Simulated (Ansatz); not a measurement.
C3H7BFN (SMILES BC(=C)NCF)

Input file:

```
crystal:
  periodic: [false, false, false]
  atoms:
    - { symbol: B, position_ang: [-0.0529, -2.1874, -0.2789] }
    - { symbol: C, position_ang: [0.1871, -0.6433, 0.0645] }
    - { symbol: C, position_ang: [1.2224, -0.3429, 0.8073] }
    - { symbol: "N", position_ang: [-0.6252, 0.3871, -0.438] }
    - { symbol: C, position_ang: [-0.5308, 1.7968, -0.1894] }
    - { symbol: F, position_ang: [-1.5461, 2.5327, -0.7884] }
    - { symbol: H, position_ang: [0.6327, -3.0029, 0.1047] }
    - { symbol: H, position_ang: [-0.9973, -2.407, -0.9631] }
    - { symbol: H, position_ang: [1.9194, -1.1041, 1.2317] }
    - { symbol: H, position_ang: [1.4985, 0.6753, 1.1153] }
    - { symbol: H, position_ang: [-1.5245, 0.0834, -0.9991] }
    - { symbol: H, position_ang: [-0.5566, 2.0012, 0.9383] }
    - { symbol: H, position_ang: [0.3937, 2.1762, -0.5899] }
basis:
  gaussian: { orbitals: "6-31G" }
hamiltonian:
  xc: b3lyp
  dispersion: d4
relax:
  f_tol: 0.02
  max_steps: 40
output:
  orbitals: {}
```

Launched as:

```sh
ansatz run input.yaml --threads 1 --pin off --max-ram 2048MiB --backend cpu --events-out ev --progress --plain --runs-dir out
```

The fields are those of the relaxed geometry.

Method: RKS B3LYP-D4/6-31G in Ansatz 0.2.0.

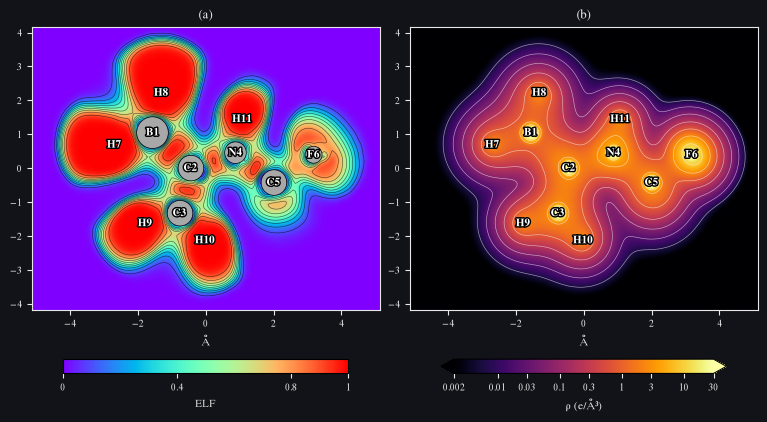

Figure 1. (a) ELF; (b) electron density on the plane of atoms H9, C3 and H10. Grey discs cover the atomic cores in the ELF map.

Q: Read the bonding off the picture.

A: The section cuts through B, C, N, F and H sites.
C–C (1.37 Å): ρ is about 2.1 e/Å³ halfway; the ELF peaks at about 0.95 between the atoms (localised, covalent bonding).
C–N (1.39 Å): the density is about 2 e/Å³ at the midpoint; the ELF peaks at about 0.90 between the atoms, as expected for a covalent bond.
C–F (1.43 Å): ρ is about 1.6 e/Å³ halfway, with its minimum of 1.4 e/Å³ about 0.6 Å from C; the ELF peaks at about 0.80 between the atoms, as expected for a shared but strongly polarised pair.
C–B (1.54 Å): ρ at the midpoint is about 1.4 e/Å³; the ELF peaks at about 0.95 between the atoms: a covalent bond.
N–H (1.01 Å): the density is about 2.8 e/Å³ at the midpoint; the ELF climbs to about 1 towards the hydrogen, as it does in any bond to H: a covalent bond by its length.
The ELF also peaks beside F6, away from the bonds: lone-pair regions.

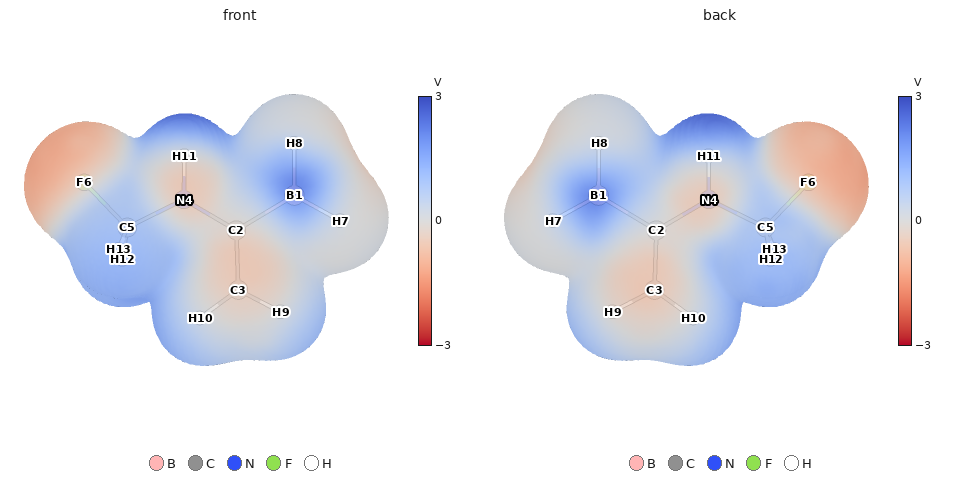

Figure 2. The molecular electrostatic potential painted on the density surface at 0.004 e/bohr³, seen from the front and from behind; the colour scale runs from red (negative) to blue (positive).

Q: Describe the electrostatic potential map.

A: The most negative region (about −1.2 V) lies over F6, the most positive (about +2.5 V) over H11.

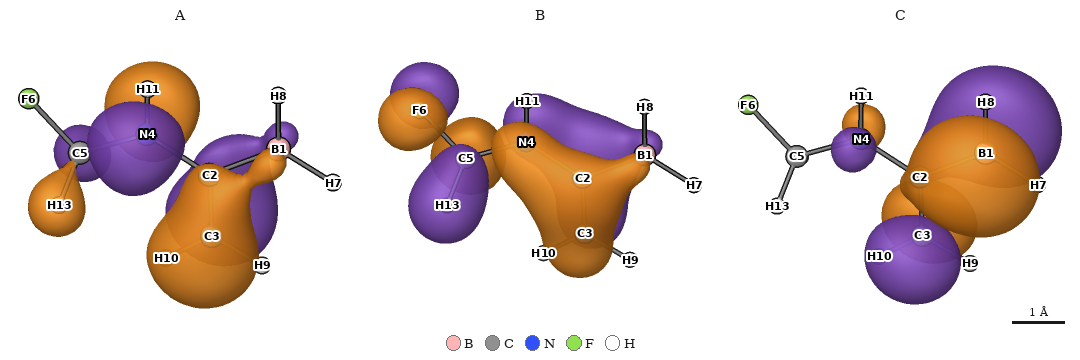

Figure 3. Three frontier orbitals at ±0.1 Å⁻³ᐟ² (orange and purple are the two phases), in no order.

Q: Which picture is the HOMO−1, the HOMO and the LUMO?

A: B is the HOMO−1 (−8.96 eV). By Hirshfeld shares it lies mainly on C2 (about 25 %), F6 (about 20 %), N4 (about 15 %), C5 (about 10 %), C3 (about 10 %), H12 (about 5 %) and H13 (about 5 %). A is the HOMO (−5.83 eV). Its weight (Hirshfeld) is mainly on N4 (about 35 %), C3 (about 30 %) and C2 (about 10 %). C is the LUMO (−1.90 eV). It lies mainly on B1 (about 50 %), C3 (about 20 %) and C2 (about 10 %).

Q: What is the HOMO–LUMO gap?

A: 3.93 eV between the orbital energies.
